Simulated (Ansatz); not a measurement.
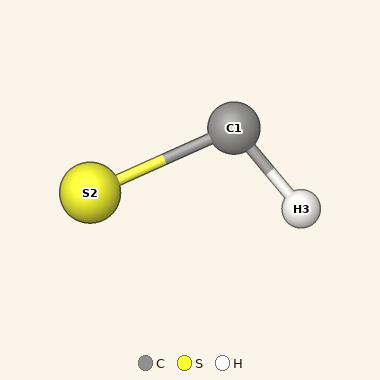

The system is CHS, SMILES [CH-]=S, charge −1; the picture shows the reference structure. 
- Coordinates scanned: (1) bond length C1–S2; (2) bond length C1–H3.
- Nothing is relaxed (all other coordinates rigid).
- The grid has 9 × 9 points.
- Points are written as (first, second).
- Energies are in kcal/mol, from the lowest grid point.
- All numbers below come from RKS wB97M-V/def2-TZVPD (Ansatz).

Its coordinates:

```xyz
3

C    -0.2075    0.5350   -0.0511
S     1.0898   -0.3129    0.5623
H    -0.8823   -0.2220   -0.5112
```

Range: bond length C1–S2 from 1.400 to 2.167 Å; bond length C1–H3 from 0.935 to 1.448 Å.

Q: What landscape does the calculation give?

A: The lowest grid point is at (1.688 Å, 1.128 Å). It is the only kind of minimum in the scanned range. The highest grid point, (2.167 Å, 1.448 Å), lies 60.8 kcal/mol above the lowest. Round the minimum the two coordinates are nearly uncoupled.

```tsv
bond length C1–H3 ↓, bond length C1–S2 →	1.400	1.496	1.592	1.688	1.783	1.879	1.975	2.071	2.167
1.448	55.3	29.1	18.3	17.1	21.6	29.5	39.2	49.8	60.8
1.384	52.0	25.3	14.2	12.7	16.9	24.6	34.2	44.7	55.6
1.320	48.6	21.6	10.1	8.4	12.4	20.0	29.5	40.0	50.7
1.256	45.5	18.1	6.4	4.5	8.4	15.9	25.4	35.8	46.5
1.192	42.9	15.4	3.6	1.5	5.4	12.8	22.2	32.6	43.4
1.128	41.6	14.0	2.1	0.0	3.8	11.2	20.6	31.1	41.9
1.064	42.3	14.8	2.9	0.8	4.6	12.0	21.5	32.0	42.8
0.999	46.5	19.0	7.2	5.1	9.0	16.5	26.0	36.5	47.4
0.935	55.5	28.2	16.5	14.6	18.5	26.1	35.7	46.3	57.3
```

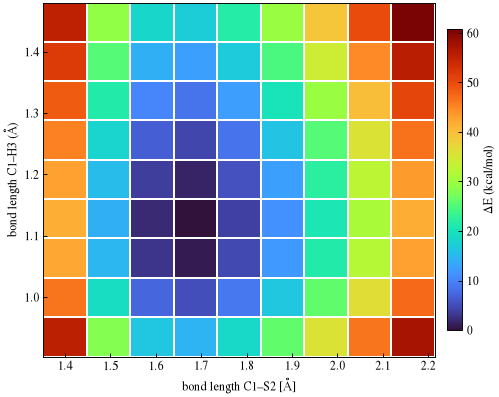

The picture shows one coloured cell a grid point.

Time for the 81 points that were run: 6.7 min on 1 thread of Arm Neoverse V2 (shared host).
